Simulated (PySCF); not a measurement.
## Electronic structure of C2H6BFO2 (SMILES COB(F)OC) in real space

```tsv
atom	x (Å)	y (Å)	z (Å)
C	-2.2199	-0.2700	-0.6877
O	-0.8648	0.1369	-0.6579
B	-0.1235	0.2470	0.4444
F	-0.6617	-0.0980	1.6392
O	1.1052	0.7954	0.4254
C	2.3653	0.1844	0.2715
H	-2.8160	0.5573	-1.0764
H	-2.3013	-1.1247	-1.3614
H	-2.5770	-0.5460	0.3054
H	2.5525	-0.5316	1.0778
H	3.1095	0.9797	0.3115
H	2.4315	-0.3304	-0.6918
```

Geometry: GFN2-xTB.

Computed with PBE0/pcSseg-1, SCF density, gas phase, non-relativistic in PySCF 2.14.0.

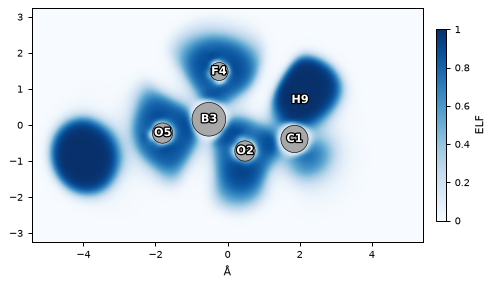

Figure 1. Electron localisation function on the plane of atoms O2, B3 and F4. Grey discs cover the atomic cores.

Q: What do the fields say about this system?

A:
- The section cuts through C, O, B, F and H sites.
- B–O (1.33 Å): the ELF peaks at about 0.90 between the atoms: a polar covalent bond.
- B–F (1.36 Å): the ELF peaks at about 0.85 between the atoms, as expected for a shared but strongly polarised pair.
- C–O (1.42 Å): the ELF peaks at about 0.90 between the atoms, as expected for a polar covalent bond.
- C–H (1.09 Å): the ELF climbs to about 1 towards the hydrogen, as it does in any bond to H (an ordinary covalent bond to hydrogen).
- The ELF also peaks beside O2, O5 and F4, away from the bonds: lone-pair regions.

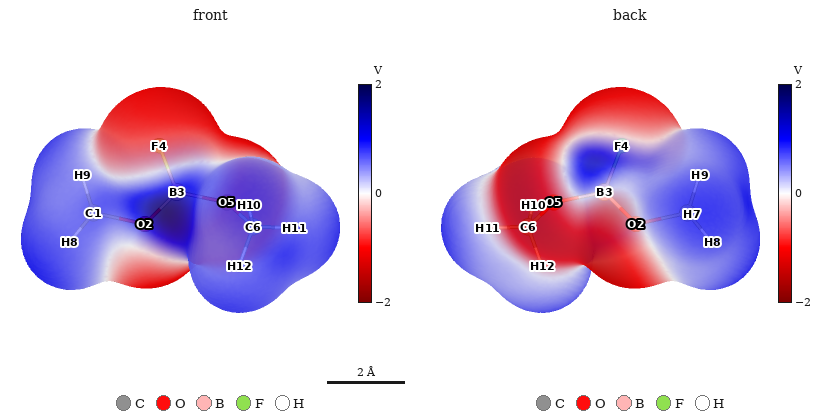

Figure 2. The molecular electrostatic potential painted on the density surface at 0.002 e/bohr³, seen from the front and from behind; the colour scale runs from red (negative) to blue (positive).

Q: Describe the electrostatic potential map.

A: The most negative region (about −1.3 V, or −30 kcal/mol for a unit charge) lies over O2 and O5, the most positive (about +1.6 V, or +37 kcal/mol for a unit charge) over B3.

Q: How polar is the molecule by this calculation?

A: Its dipole moment is 1.59 D.

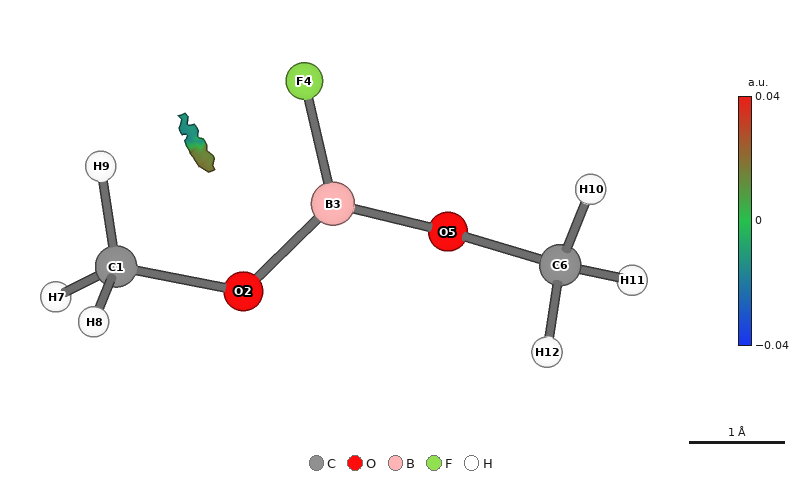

Figure 3. Non-covalent interaction (NCI) plot: the surface where the reduced density gradient is 0.5, for densities under 0.05 a.u., coloured by sign(λ₂)ρ; seen across its widest extent.

Q: What holds or crowds the atoms apart from the covalent bonds?

A: Between H9 and C1 on one side and B3 and F4 on the other: a weak contact, attractive (blue-green) on one side and crowded (olive to red) on the other.
